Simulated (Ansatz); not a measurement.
Single-point calculation, with input and output: Ti8O (part 1 of 2)

- system: Ti8O (slab, 18 atoms in the cell)
- method: DFT PBE, scalar-relativistic, plane waves, PAW (Ansatz 0.2.0)

The structure derives from an entry of the Crystallography Open Database. The run did not end well. Figures and captions count atoms from 1; the log counts them from 0 in places.

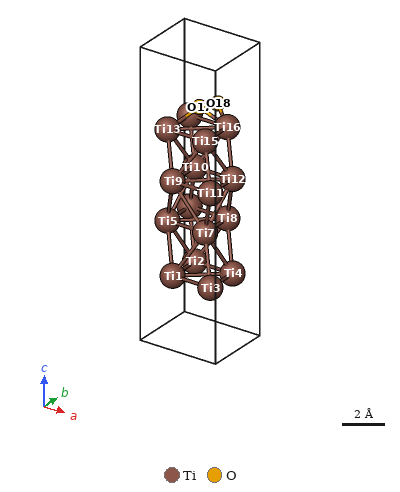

Fig. 1: The structure (ball-and-stick view of the cell of the calculation, with the vacuum cut short, seen slightly off an axis; atoms are numbered from 1 in the order of the input).

## Input file
```yaml
crystal:
  lattice:
    - [5.8769161224, 0.0, 0.0]
    - [-2.9384580612, 5.0895586579, 0.0]
    - [0.0, 0.0, 24.9046136988]
  atoms:
    - { symbol: Ti, position: [0.3333333333, 0.1666666667, 0.1606128105] }
    - { symbol: Ti, position: [0.3333333333, 0.6666666667, 0.1606128105] }
    - { symbol: Ti, position: [0.8333333333, 0.1666666667, 0.1606128105] }
    - { symbol: Ti, position: [0.8333333333, 0.6666666667, 0.1606128105] }
    - { symbol: Ti, position: [0.1666666667, 0.3333333333, 0.2539817354] }
    - { symbol: Ti, position: [0.1666666667, 0.8333333333, 0.2539817354] }
    - { symbol: Ti, position: [0.6666666667, 0.3333333333, 0.2539817354] }
    - { symbol: Ti, position: [0.6666666667, 0.8333333333, 0.2539817354] }
    - { symbol: Ti, position: [0.3333333333, 0.1666666667, 0.3510181726] }
    - { symbol: Ti, position: [0.3333333333, 0.6666666667, 0.3510181726] }
    - { symbol: Ti, position: [0.8333333333, 0.1666666667, 0.3510181726] }
    - { symbol: Ti, position: [0.8333333333, 0.6666666667, 0.3510181726] }
    - { symbol: Ti, position: [0.1666666667, 0.3333333333, 0.4378551633] }
    - { symbol: Ti, position: [0.1666666667, 0.8333333333, 0.4378551633] }
    - { symbol: Ti, position: [0.6666666667, 0.3333333333, 0.4378551633] }
    - { symbol: Ti, position: [0.6666666667, 0.8333333333, 0.4378551633] }
    - { symbol: O, position: [0.3611608716, 0.7223217431, 0.4699777254], spin: 1.0 }
    - { symbol: O, position: [0.4721724618, 0.9443449235, 0.4699777254], spin: 1.0 }
basis:
  ecutwfc: 420
kpoints:
  mp_grid: { grid: [6, 6, 1] }
hamiltonian:
  xc: pbe
scf:
  occupations: { method: gaussian, width: 0.1 }
output:
  forces: true
  eigenvalues: true
  populations: true
magnetization:
  spin_polarized: true
efield:
  axis: 3
  dipole_correction: true
  ramp_width: 0.04
```

Hardware: 8 threads of Arm Neoverse N1, 98 GiB of memory available, shared host.

Launch command:
```bash
ansatz run input.yaml --threads 8 --pin off --max-ram 22528MiB --backend cpu --events-out ev --progress --plain --runs-dir out
```

## The program's output
```
Engine: ansatz 0.2.0, aarch64-unknown-linux-gnu
Pseudopotentials: kind: paw
Pseudopotential: Ti, paw, valence charge 12, recommended cutoff 420 eV (normal), Ti.paw.azcp
Pseudopotential: O, paw, valence charge 6, recommended cutoff 420 eV (normal), O.paw.azcp
Functional definition: PBE
  parameter kappa = 0.804
  parameter beta = 0.06672455060314922
  exchange = pbe_x(kappa = kappa, mu = beta*pi^2/3)
  correlation = pbe_c(beta = beta)
Crystal: 18 atoms, lattice volume = 744.920 Å³
Basis set: ecut = 420 eV, 14519 PW (Γ), exchange–correlation on 80×80×360 points (8 copies of the dense FFT grid, shifted against one another)
Bands: 124, of which v1, the nominal top of the filled ones, is band 102 counted from 1 (101 counted from 0)
Symmetry: 2 space group operations
k-points: 13 of 36 (time reversal used)
Non-local potential: Ti, projectors of the file, l = 0: 3, l = 1: 2, l = 2: 3, l = 3: 1
Non-local potential: O, projectors of the file, l = 0: 2, l = 1: 2, l = 2: 1
PAW form: soft (Blöchl's): semilocal exchange-correlation on the pseudo side does not see the compensation charge
PAW one-centre angular grid: Ti, 590 points (default); XC on 64 Gauss nodes
PAW one-centre angular grid: O, 110 points (default); XC on 64 Gauss nodes
Initial density: superposition of atomic densities (neutral atoms: chi_scale 0, normalization atom)
Starting moments: Σ|m| = 2 μB on 2 of 18 sites
Initial wavefunctions: pseudopotential atomic-orbital guess
Functional: x = pbe(κ = 0.804, μ = 0.2195149727645171), c = pbe(β = 0.06672455060314922)
```
